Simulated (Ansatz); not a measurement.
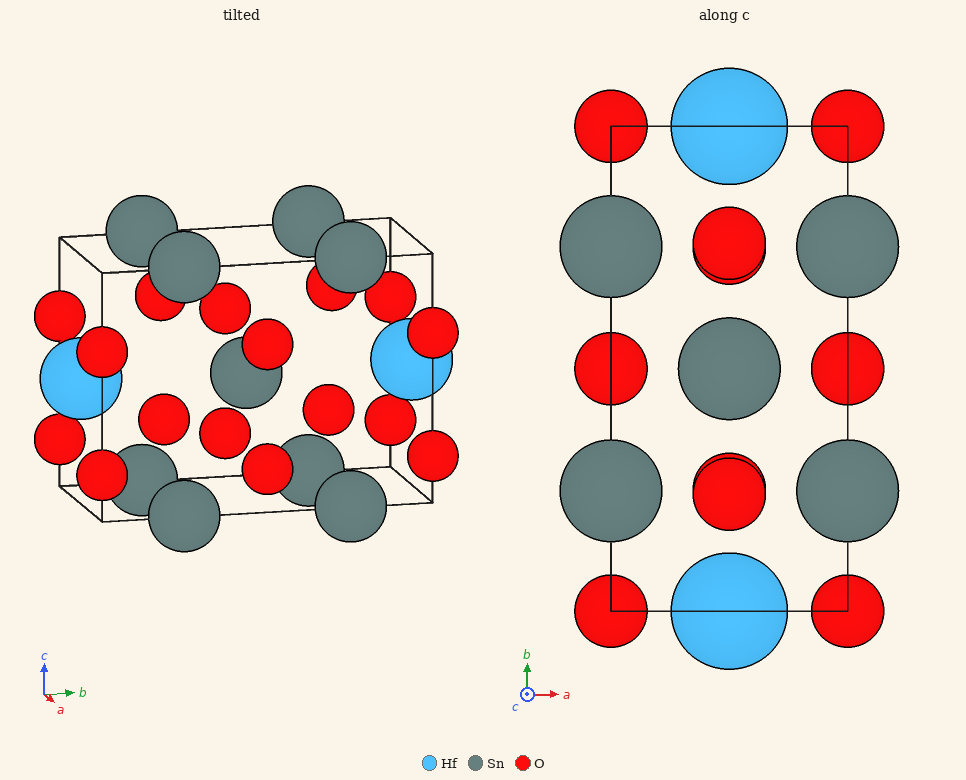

The image is a spheres-only drawing of a crystal, viewed slightly off an axis and along the c axis. Atoms at the boundary of the conventional unit cell (the box) are drawn once for each face, edge or corner they touch.

HfSn3O8, space group Pmm2 (No. 25), a = 3.517 Å, b = 7.206 Å, c = 5.382 Å, α = 90.00°, β = 90.00°, γ = 90.00°. The initial geometry was a structure type filled with these elements by a generator (whether the compound takes this form wasn't checked). Earlier steps of the study may have refined or changed the cell and positions. A calculation with Ansatz used it as input.

This one geometry was computed with Ansatz (DFT, plane waves, PAW) at five levels of theory: PBE with spin-orbit coupling, HSE06, r2SCAN, PBE0 and PBE. It was relaxed beforehand with r2SCAN.

**Which level gives the highest pressure at this volume, and what does that say about its equilibrium volume?**

Highest: PBE with spin-orbit coupling (7.5 GPa) and PBE (7.6 GPa), which points to the largest equilibrium volume. Lowest, with the smallest volume: HSE06 (-1.6 GPa) and PBE0 (-1.6 GPa). Levels within 0.5 GPa of each other can't be told apart.

**How does the band gap change with the level of theory?**

PBE: a gap of 1.80 eV, indirect; PBE with spin-orbit coupling: a gap of 1.81 eV, indirect; r2SCAN: a gap of 2.37 eV, indirect; HSE06: a gap of 3.25 eV, indirect; PBE0: a gap of 3.97 eV, indirect.

**Collect the results in a table.**

| level | cutoff (eV) | k-mesh of the run's cell | gap (eV) | pressure (GPa) |
| --- | --- | --- | --- | --- |
| PBE with spin-orbit coupling | 420 | 8×4×6 | 1.81 | 7.5 |
| HSE06 | 420 | 4×2×4 | 3.25 | -1.6 |
| r2SCAN | 500 | 8×4×6 | 2.37 | 0.0 |
| PBE0 | 420 | 4×2×4 | 3.97 | -1.6 |
| PBE | 420 | 8×4×6 | 1.80 | 7.6 |

Gaps are taken on the k-mesh or band path of each run.
